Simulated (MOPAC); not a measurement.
Potential energy surface of H3 (cation, charge +1), singlet: map of symmetric stretch and bend. Scanned: H-H bond length and H-H-H angle.

Cartesian coordinates as functions of the variables (Å; names that start with a are angles):
```
H  0  0  0
H  r*sin(a/2)  0  r*cos(a/2)
H  -r*sin(a/2)  0  r*cos(a/2)
```

Computed with MOPAC 23.2.5 with PM3, restricted, heats of formation.

Energy in kcal/mol above the lowest grid point; x is the H-H bond length (Å), y the H-H-H angle (°).

| y \ x | 0.74 | 0.77 | 0.83 | 0.87 | 0.90 | 0.96 | 1.01 | 1.03 | 1.09 | 1.14 | 1.17 |
|---|---|---|---|---|---|---|---|---|---|---|---|
| 180 | 21.7 | 21.0 | 23.6 | 27.7 | 31.8 | 41.9 | 51.4 | 55.4 | 67.6 | 77.8 | 83.9 |
| 171.07 | 21.6 | 20.9 | 23.5 | 27.6 | 31.7 | 41.7 | 51.3 | 55.3 | 67.5 | 77.7 | 83.8 |
| 162.37 | 21.3 | 20.7 | 23.1 | 27.2 | 31.2 | 41.3 | 50.9 | 54.9 | 67.1 | 77.4 | 83.5 |
| 150.57 | 20.7 | 20.0 | 22.2 | 26.2 | 30.2 | 40.2 | 49.8 | 53.9 | 66.2 | 76.6 | 82.8 |
| 138 | 19.7 | 18.9 | 20.9 | 24.6 | 28.4 | 38.2 | 47.9 | 52.0 | 64.6 | 75.2 | 81.4 |
| 127.59 | 18.4 | 17.7 | 19.5 | 23.0 | 26.6 | 36.1 | 45.7 | 49.8 | 62.5 | 73.3 | 79.6 |
| 120.77 | 17.2 | 16.6 | 18.4 | 21.7 | 25.2 | 34.4 | 43.8 | 47.9 | 60.7 | 71.6 | 78.0 |
| 111.55 | 15.2 | 14.6 | 16.6 | 19.8 | 23.2 | 31.9 | 41.0 | 44.9 | 57.6 | 68.5 | 75.0 |
| 97.86 | 11.1 | 10.5 | 12.6 | 16.0 | 19.3 | 27.7 | 36.2 | 39.9 | 51.8 | 62.3 | 68.8 |
| 88.65 | 7.8 | 6.9 | 8.8 | 12.2 | 15.6 | 24.1 | 32.5 | 36.0 | 47.4 | 57.5 | 63.6 |
| 82.26 | 5.8 | 4.4 | 5.7 | 8.9 | 12.3 | 20.9 | 29.3 | 32.9 | 44.1 | 53.9 | 59.8 |
| 70 | 4.0 | 1.1 | 0.0 | 2.1 | 4.9 | 12.7 | 21.0 | 24.6 | 35.9 | 45.6 | 51.4 |

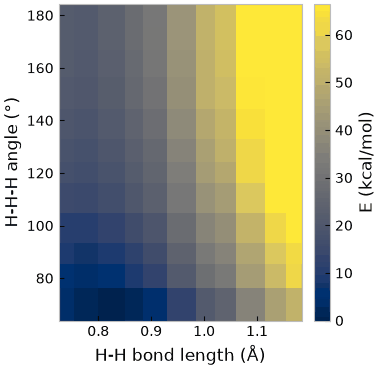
Fig. 1. Energy surface, cut off at 67 kcal/mol.

Points that lie below all their neighbours on the grid: x = 0.83, y = 70 on the edge of the grid (0.0 kcal/mol).
